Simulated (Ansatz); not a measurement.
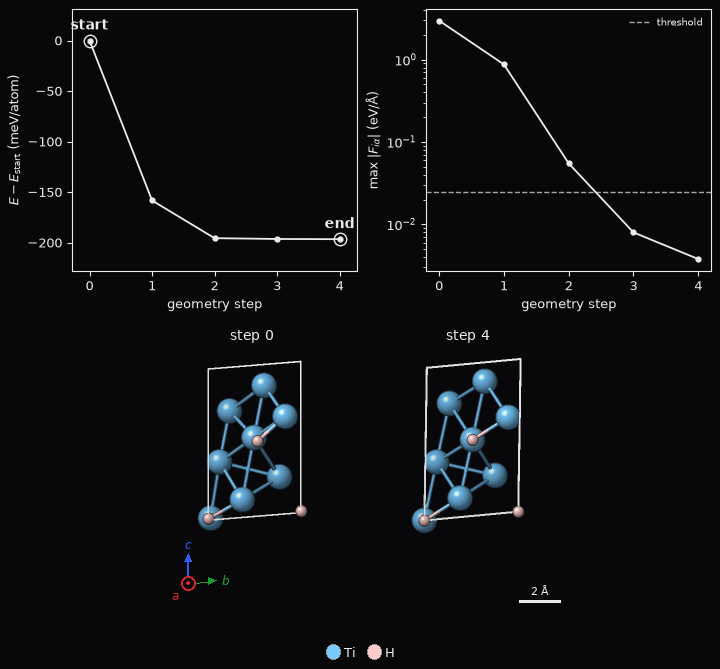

First and last geometry of a relaxation of solid Ti4H (a generated structure, set up in P1) (coarse preliminary run), with the history of the run. A ball-and-stick model of the cell of the calculation, seen along the a axis.

The calculation used Ansatz, DFT PBE, scalar-relativistic, plane waves, PAW.

The input:
```yaml
crystal:
  lattice:
    - [-0.0289004074, 4.1406453615, 0.0100686508]
    - [2.1023794625, 2.0457919438, -4.0161789129]
    - [-6.2566536227, 2.1035927586, -3.9620999443]
  atoms:
    - { symbol: Ti, position: [0.3001521143, 0.6045034207, 0.8605005938] }
    - { symbol: Ti, position: [0.3132726473, 0.1245801467, 0.378968437] }
    - { symbol: Ti, position: [0.7078407654, 0.8319727533, 0.6453682595] }
    - { symbol: Ti, position: [0.7373056692, 0.3692164606, 0.1173727941] }
    - { symbol: Ti, position: [0.4306506674, 0.0271560098, 0.0118674369] }
    - { symbol: Ti, position: [0.5293311417, 0.4965222995, 0.5217528178] }
    - { symbol: Ti, position: [0.0536787851, 0.2318268627, 0.7107309297] }
    - { symbol: Ti, position: [0.0163869846, 0.7717096283, 0.2479883924] }
    - { symbol: H, position: [-0.0151173235, 1.0070187041, 1.0094252555] }
    - { symbol: H, position: [-0.0735014516, 0.5354937142, 0.4960250832] }
basis:
  ecutwfc: 420
kpoints:
  mp_grid: { grid: [6, 6, 6] }
hamiltonian:
  xc: pbe
scf:
  occupations: { method: gaussian, width: 0.2 }
  lower_state_search: "off"
output:
  forces: true
  stress: true
  eigenvalues: true
relax:
  adjacent_minimum: "off"
  f_tol: 0.025
  max_steps: 60
  cell: { stress_tol: 0.25 }
```

Run as
```bash
ansatz run input.yaml --threads 1 --pin off --max-ram 2560MiB --backend cpu --events-out ev --progress --plain --runs-dir out
```

Question: Did the run converge, and what did it change?

Answer: The run was cut off at its time limit before the program reported convergence, but its last step already meets the force threshold: the largest component is 0.0038 eV/Å against 0.025 eV/Å. The pressure is within 0.02 GPa of its target. The atom that moves furthest relative to the cell is Ti7 (0.33 Å along [−3 1 2]). By element the largest moves are Ti 0.33 Å, H 0.29 Å. Cell: a 4.141 → 4.155 Å (+0.3 %), b 4.973 → 5.046 Å (+1.5 %), c 7.699 → 7.762 Å (+0.8 %), α 79.4° → 78.1°, β 73.9° → 74.5°, γ 66.0° → 65.7°. Volume +2.4 %. Among the contacts that change: Ti2–Ti3 3.409 → 2.943 Å, Ti1–Ti3 2.486 → 2.943 Å, Ti3–Ti6 2.493 → 2.925 Å, Ti1–Ti5 3.341 → 2.925 Å. Among the angles between lasting bonds that change: Ti7–H10–Ti8 157.6° → 180.0°, Ti2–H10–Ti3 160.5° → 180.0°, Ti6–H10–Ti8 107.1° → 90.0°. The space group (tolerance 0.01 Å) goes from P1 (No. 1) to Immm (No. 71). After 4 geometry steps the energy has fallen by 197 meV per atom. Largest force component: 3 eV/Å at the start, 0.0038 eV/Å at the end. Pressure: 8.33 GPa at the start and 0.02 GPa at the end. The run took 9.4 min on 1 thread of Intel(R) Xeon(R) Processor @ 2.70GHz, on a shared host, peak memory 0.87 GiB.

```json
{"step": "0", "E − E(0), meV/atom": "0.00", "largest force component, eV/Å": "2.9801", "pressure, GPa": "8.33", "volume, Å³/atom": "13.870"}
{"step": "1", "E − E(0), meV/atom": "-158.24", "largest force component, eV/Å": "0.8765", "pressure, GPa": "3.77", "volume, Å³/atom": "13.865"}
{"step": "2", "E − E(0), meV/atom": "-195.54", "largest force component, eV/Å": "0.0550", "pressure, GPa": "0.14", "volume, Å³/atom": "14.181"}
{"step": "3", "E − E(0), meV/atom": "-196.33", "largest force component, eV/Å": "0.0080", "pressure, GPa": "-0.01", "volume, Å³/atom": "14.204"}
{"step": "4", "E − E(0), meV/atom": "-196.54", "largest force component, eV/Å": "0.0038", "pressure, GPa": "0.02", "volume, Å³/atom": "14.202"}
```
